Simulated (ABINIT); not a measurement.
**A GW chain in ABINIT: CdSe (Cadmoselite)**

Aim: the G0W0 gap of CdSe (Cadmoselite) on PBE, step by step.

Main program and level: ABINIT 10.8.3; PBE and many-body steps on it, plane waves.

The database entry behind the starting cell differs from later determinations by our own check (inner coordinate of an old entry), so it need not match the best structure at ambient conditions.

### 1. Starting point

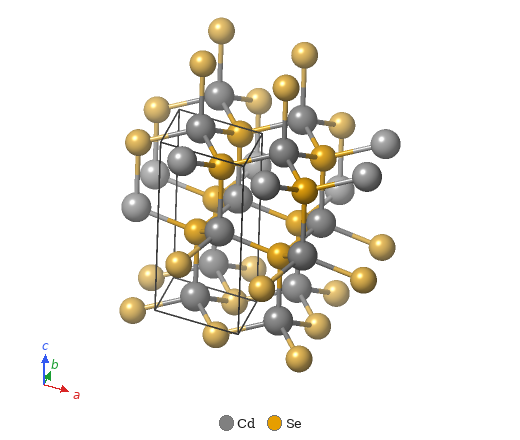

The cell as given, slightly off an axis (cadmium grey, selenium orange). 2×2×1 cells are drawn. Some periodic images of atoms are drawn too.

The cell and positions come from the Crystallography Open Database and are kept as given unless a step says otherwise.

### 2. Ground state

This step: ABINIT 10.8.3; DFT, PBE, plane waves, norm-conserving pseudopotentials.

The ground-state density comes first.

run.abi

```
acell 3*1.0 Angstrom
rprim 
  4.300000000016 -0.000000000004 0.000000000000
  -2.150000000005 3.723909236288 0.000000000000
  0.000000000000 0.000000000000 7.020000000000
ntypat 2
znucl 48 34
natom 4
typat 1 1 2 2
xred 
  0.333333333333 0.666666666667 0.000000000000
  0.666666666667 0.333333333333 0.500000000000
  0.333333333333 0.666666666667 0.385000000000
  0.666666666667 0.333333333333 0.885000000000
pp_dirpath "pseudos"
pseudos "Cd.upf, Se.upf"
ecut 48
ngkpt 3 3 2
nshiftk 1
shiftk 0 0 0
kptopt 1
chksymbreak 0
nband 50
occopt 1
tolvrs 1e-08
nstep 60
prtwf 0
optforces 0
optstress 0
indata_prefix "in"
outdata_prefix "out"
tmpdata_prefix "tmp"
```

On the command line:

```sh
OMP_NUM_THREADS=1 mpirun -n 6 abinit run.abi > log
```

Numbers of over 12 decimals in the logs are rounded to 6 here.

Log:

```text
.Version 10.8.3 of ABINIT. v10.8.2 released Aug 2026.

 Symmetries : space group P6_3 m c (#186); Bravais hP (primitive hexag.)
================================================================================
 Values of the parameters that define the memory need of the present run
     intxc =       0    ionmov =       0      iscf =       7    lmnmax =       6
     lnmax =       6     mgfft =      90  mpssoang =       3    mqgrid =    4138
     natom =       4  nloc_mem =       1    nspden =       1   nspinor =       1
    nsppol =       1      nsym =      12    n1xccc =    2501    ntypat =       2
    occopt =       1   xclevel =       2
-    mband =          50        mffmem =           1         mkmem =           1
       mpw =       12050          nfft =      262440          nkpt =           6
================================================================================
  Rough estimation (10% accuracy) of disk space for files :
================================================================================

--------------------------------------------------------------------------------
------------- Echo of variables that govern the present computation ------------
--------------------------------------------------------------------------------
 -outvars: echo values of preprocessed input variables --------
            acell      1.8897261259E+00  1.8897261259E+00  1.8897261259E+00 Bohr

      chksymbreak           0
             ecut      4.80000000E+01 Hartree
-          fftalg         312

              ixc     -101130
              kpt      0.00000000E+00  0.00000000E+00  0.00000000E+00
                       3.33333333E-01  0.00000000E+00  0.00000000E+00
                       3.33333333E-01  3.33333333E-01  0.00000000E+00
                       0.00000000E+00  0.00000000E+00  5.00000000E-01
                       3.33333333E-01  0.00000000E+00  5.00000000E-01
                       3.33333333E-01  3.33333333E-01  5.00000000E-01
         kptrlatt        3    0    0      0    3    0      0    0    2
          kptrlen      2.43774670E+01
P           mkmem           1
            natom           4
            nband          50
            ngfft          54      54      90
             nkpt           6
            nstep          60
             nsym          12
           ntypat           2
              occ      2.000000  2.000000  2.000000  2.000000  2.000000  2.000000
                       2.000000  2.000000  2.000000  2.000000  2.000000  2.000000
                       2.000000  2.000000  2.000000  2.000000  2.000000  2.000000
                       2.000000  2.000000  2.000000  2.000000  2.000000  2.000000
                       2.000000  2.000000  2.000000  2.000000  2.000000  2.000000
                       2.000000  2.000000  2.000000  2.000000  2.000000  2.000000
                       2.000000  2.000000  2.000000  2.000000  2.000000  2.000000
                       2.000000  2.000000  0.000000  0.000000  0.000000  0.000000
                       0.000000  0.000000
        optforces           0
        optstress           0
            prtwf           0
            rprim      4.3000000000E+00 -4.0000000000E-12  0.0000000000E+00
                      -2.1500000000E+00  3.7239092363E+00  0.0000000000E+00
                       0.0000000000E+00  0.0000000000E+00  7.0200000000E+00
          spgroup         186

           tolvrs      1.00000000E-08

             xred      3.3333333333E-01  6.6666666667E-01  0.0000000000E+00
                       6.6666666667E-01  3.3333333333E-01  5.0000000000E-01
                       3.3333333333E-01  6.6666666667E-01  3.8500000000E-01
                       6.6666666667E-01  3.3333333333E-01  8.8500000000E-01
            znucl       48.00000   34.00000

================================================================================

 chkinp: Checking input parameters for consistency.

================================================================================
== DATASET  1 ==================================================================
-   mpi_nproc: 6, omp_nthreads: 1 (-1 if OMP is not activated)

--- !DatasetInfo
iteration_state: {dtset: 1, }
dimensions: {natom: 4, nkpt: 6, mband: 50, nsppol: 1, nspinor: 1, nspden: 1, mpw: 12050, }
cutoff_energies: {ecut:  48.0, pawecutdg:  -1.0, }
electrons: {nelect:   8.80000000E+01, charge:   0.00000000E+00, occopt:   1.00000000E+00, tsmear:   1.00000000E-02, }

 Real(R)+Recip(G) space primitive vectors, cartesian coordinates (Bohr,Bohr^-1):
 R(1)=  8.1258223  0.0000000  0.0000000  G(1)=  0.1230645  0.0710513  0.0000000
 R(2)= -4.0629112  7.0371686  0.0000000  G(2)=  0.0000000  0.1421026  0.0000000
 R(3)=  0.0000000  0.0000000 13.2658774  G(3)=  0.0000000  0.0000000  0.0753814
 Unit cell volume ucvol=  7.5857977E+02 bohr^3
 Angles (23,13,12)=  9.00000000E+01  9.00000000E+01  1.20000000E+02 degrees

 getcut: wavevector=  0.0000  0.0000  0.0000  ngfft=  54  54  90
         ecut(hartree)=     48.000   => boxcut(ratio)=   2.13128

--- Pseudopotential description ------------------------------------------------
- Cd Generated using ONCVPSP code by D. R. Hamann
- 48.00000  20.00000  171031                  znucl, zion, pspdat
12 -101130 2 -1 1368                          pspcod,pspxc,lmax,lloc,mmax
     nproj     2     2     2
  pspatm : epsatm=   19.67729986
         --- l  ekb(1:nproj) -->
[...]
pspatm: atomic psp has been read  and splines computed

- Se Generated using ONCVPSP code by D. R. Hamann
- 34.00000  24.00000  171031                  znucl, zion, pspdat
12 -101130 2 -1 1214                          pspcod,pspxc,lmax,lloc,mmax
     nproj     2     2     2
  pspatm : epsatm=   25.39064422
         --- l  ekb(1:nproj) -->
[...]
pspatm: atomic psp has been read  and splines computed

   7.93195816E+03                                ecore*ucvol(ha*bohr**3)
--------------------------------------------------------------------------------

_setup2: Arith. and geom. avg. npw (full set) are   12041.611   12041.595

================================================================================

--- !BeginCycle
iteration_state: {dtset: 1, }
solver: {iscf: 7, nstep: 60, nline: 4, wfoptalg: 0, }
tolerances: {tolvrs: 1.00E-08, }

     iter   Etot(hartree)      deltaE(h)  residm     vres2
 ETOT  1  -1021.1189753666    -1.021E+03 2.040E+00 5.316E+03
 ETOT  2  -1026.1012597174    -4.982E+00 9.539E-02 6.974E+03
 ETOT  3  -1026.8588868838    -7.576E-01 8.759E-03 7.897E+02
 ETOT  4  -1026.9046999669    -4.581E-02 1.145E-02 2.983E+02
 ETOT  5  -1026.9313219209    -2.662E-02 1.781E-03 1.873E+01
 ETOT  6  -1026.9330519126    -1.730E-03 9.795E-04 6.568E-02
 ETOT  7  -1026.9330501092     1.803E-06 4.540E-04 7.931E-02
 ETOT  8  -1026.9330573603    -7.251E-06 1.277E-04 3.231E-03
 ETOT  9  -1026.9330575492    -1.889E-07 1.045E-04 1.810E-03
 ETOT 10  -1026.9330577309    -1.817E-07 2.360E-05 2.816E-06
 ETOT 11  -1026.9330577311    -1.846E-10 2.360E-05 1.571E-07
 ETOT 12  -1026.9330577312    -5.821E-11 5.325E-06 1.046E-08
 ETOT 13  -1026.9330577312    -1.819E-11 5.321E-06 1.070E-09

 At SCF step   13       vres2   =  1.07E-09 < tolvrs=  1.00E-08 =>converged.

--- !ResultsGS
iteration_state: {dtset: 1, }
comment   : Summary of ground state results
lattice_vectors:
- [  8.1258223,  -0.0000000,   0.0000000, ]
- [ -4.0629112,   7.0371686,   0.0000000, ]
- [  0.0000000,   0.0000000,  13.2658774, ]
lattice_lengths: [   8.12582,    8.12582,   13.26588, ]
lattice_angles: [ 90.000,  90.000, 120.000, ] # degrees, (23, 13, 12)
lattice_volume:   7.5857977E+02
convergence: {deltae: -1.819E-11, res2:  1.070E-09, residm:  5.321E-06, diffor:  0.000E+00, }
etotal    :  -1.02693306E+03
entropy   :   0.00000000E+00
fermie    :   1.80438429E-01
cartesian_stress_tensor: null
pressure_GPa: null
xred      :
- [  3.3333E-01,   6.6667E-01,   0.0000E+00, Cd]
- [  6.6667E-01,   3.3333E-01,   5.0000E-01, Cd]
- [  3.3333E-01,   6.6667E-01,   3.8500E-01, Se]
- [  6.6667E-01,   3.3333E-01,   8.8500E-01, Se]
cartesian_forces: null
force_length_stats: {min: null, max: null, mean: null, }

 Integrated electronic density in atomic spheres:
 ------------------------------------------------
 Atom  Sphere_radius  Integrated_density
[...]
4        2.00000         21.26023256
================================================================================

 ----iterations are completed or convergence reached----

 Mean square residual over all n,k,spin=   19.528E-09; max=  53.209E-07
 reduced coordinates (array xred) for    4 atoms
       0.333333333333      0.666666666667      0.000000000000
       0.666666666667      0.333333333333      0.500000000000
       0.333333333333      0.666666666667      0.385000000000
       0.666666666667      0.333333333333      0.885000000000
 rms dE/dt=  0.0000E+00; max dE/dt=  0.0000E+00; dE/dt below (all hartree)
    1       0.000000000000      0.000000000000      0.000000000000
    2       0.000000000000      0.000000000000      0.000000000000
    3       0.000000000000      0.000000000000      0.000000000000
    4       0.000000000000      0.000000000000      0.000000000000

 cartesian coordinates (angstrom) at end:
    1      2e-12     2.482606     0.000000
    2      2.150000     1.241303     3.510000
    3      2e-12     2.482606     2.702700
    4      2.150000     1.241303     6.212700
 length scales=  1.889726125908  1.889726125908  1.889726125908 bohr
              =  1.000000000000  1.000000000000  1.000000000000 angstroms
 prteigrs : about to open file out_EIG
 Fermi (or HOMO) energy (hartree) =   0.18044   Average Vxc (hartree)=  -0.34207
 Eigenvalues (hartree) for nkpt=   6  k points:
 kpt#   1, nband= 50, wtk=  0.05556, kpt=  0.0000  0.0000  0.0000 (reduced coord)
  -7.42604   -7.42604   -5.20168   -5.20167   -5.20152   -5.20152   -5.20152   -5.20152
  -3.55840   -3.55840   -2.12719   -2.12716   -2.12690   -2.12690   -2.12687   -2.12687
  -1.53281   -1.53281   -1.53275   -1.53275   -1.53275   -1.53275   -1.53262   -1.53262
  -1.53262   -1.53262   -0.28211   -0.26857   -0.11279   -0.11279   -0.11075   -0.11075
  -0.11068   -0.09993   -0.09993   -0.09759   -0.09759   -0.08719    0.02415    0.15399
   0.15399    0.17981    0.18044    0.18044    0.20533    0.25722    0.39574    0.39574
   0.40515    0.43673
 prteigrs : prtvol=0 or 1, do not print more k-points.

--- !EnergyTerms
iteration_state     : {dtset: 1, }
comment             : Components of total free energy in Hartree
kinetic             :  4.16220859154808E+02
hartree             :  4.20966668625159E+02
xc                  : -1.06097380578650E+02
Ewald energy        : -4.55605121140464E+02
psp_core            :  1.04563270294379E+01
local_psp           : -1.16017255697652E+03
non_local_psp       : -1.52701853844941E+02
total_energy        : -1.02693305773117E+03
total_energy_eV     : -2.79442720826892E+04
band_energy         : -1.64389569196071E+02

== END DATASET(S) ==============================================================
================================================================================

 -outvars: echo values of variables after computation  --------
           etotal     -1.0269330577E+03
            nband          50
             nkpt           6
          spgroup         186
 [... the other variables as echoed above ...]

 Calculation completed.
```

Run time: 70 s. Hardware: 6 MPI ranks of Arm Neoverse N1, shared host; peak memory 0.9 GiB; 7 min of CPU time.

This step gave:

| Quantity | Value |
| --- | --- |
| total energy | -27944.2721 eV |
| gap | 0.6773 eV |
| k of the valence top | 0, 0, 0 |
| k of the conduction bottom | 0, 0, 0 |
| least direct gap | 0.6773 eV |

The gap is direct, at Γ.

(Continued in part 2 of 3.)

[Paths, hosts, dates, memory and timing lines, banners, echoed tables and standing remarks are left out of the program output.]

[Logs are printed without paths, hosts, clocks, repeated set-up lines and the standing remarks that a program may print on its own settings, such as how far it seeks lower states.]

[Runs of the session that timed out or met a known fault of the program may be left out.]

[Hosts, paths, dates, database ids (printed as entryN), source tags and the programs' standing remarks are cut or masked in the printed files.]

[G0W0 gaps are taken among the corrected bands and points alone; a level outside them can change the order at an edge.]

[Where Ansatz stands beside ABINIT at settings called matched, ABINIT's density can come from a denser mesh and the files from another edition; pairs whose starting gaps differed by over 0.03 eV were left out, so agreement reads better than it is.]
